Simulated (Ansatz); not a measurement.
# BrClGa: the cost of one run

All numbers are computed with Ansatz 0.2.0 through its Python package. Level of theory: PBE/def2-SVP.

## 1. Starting point

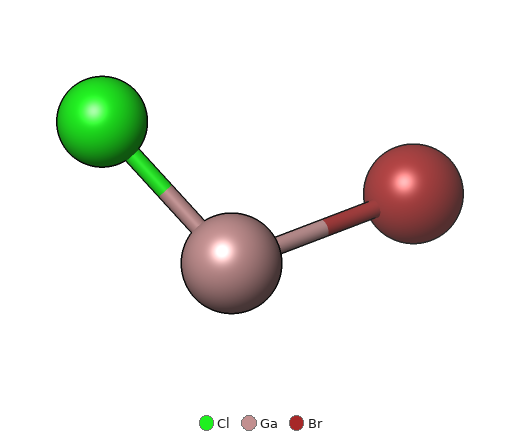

The starting structure, viewed from a chosen angle; chlorine green, gallium pink, bromine red.

The script holds or builds the structure itself.

## 2. The script

tae_brclga.py

```python
"""Atomisation energy of BrClGa at the given geometry."""

from collections import Counter

import ansatz


def energy_of(molecule, charge=0, unpaired=0):
    calc = (
        molecule.calculation()
        .basis(gaussian="def2-SVP")
        .functional("pbe")
    )
    if charge:
        calc = calc.charge(charge)
    if unpaired:
        calc = calc.spin("collinear", total=unpaired)
    report = calc.run().report
    if report["published_state_doubts"]:
        print("  doubts:", report["published_state_doubts"])
    return report["free_energy_ev"]

mol = (
    ansatz.Crystal.molecule()
    .atom("Cl", (-0.0009, 1.7539, 0.1814))
    .atom("Ga", (-0.7687, -0.0151, -0.4194))
    .atom("Br", (0.7586, -1.8036, 0.2247))
)

# Hund ground states
unpaired = {"Cl": 1, "Ga": 1, "Br": 1}
counts = Counter(site.symbol for site in mol.cartesian_sites)
atom_energy = {s: energy_of(ansatz.Crystal.molecule().atom(s, (0, 0, 0)), 0, unpaired[s]) for s in counts}
whole = energy_of(mol, 0, 1)
for s, e in atom_energy.items():
    print(f"{s:2s} x{counts[s]}  {e:14.5f} eV")
print(f"BrClGa: {whole:.5f} eV")
split = sum(counts[s] * e for s, e in atom_energy.items()) - whole
print(f"atomisation energy (no zero-point term): {split:.3f} eV, {split / sum(counts.values()):.3f} eV an atom")
```

## 3. The input behind the calls

The engine receives this input (first run):

```yaml
crystal:
  periodic: [false, false, false]
  atoms:
    - { symbol: Cl, position_ang: [0.0, 0.0, 0.0] }
basis:
  gaussian:
    orbitals: def2-SVP
hamiltonian:
  xc: pbe
magnetization:
  spin_polarized: true
  initial_magnetization: 1.0
```

## 4. Running it

On the command line:

```bash
$ python tae_brclga.py
```

Q: Estimate wall time and peak memory on 1 thread of Arm Neoverse V2, shared host.

About 9.1 s, with a peak of 0.23 GiB.
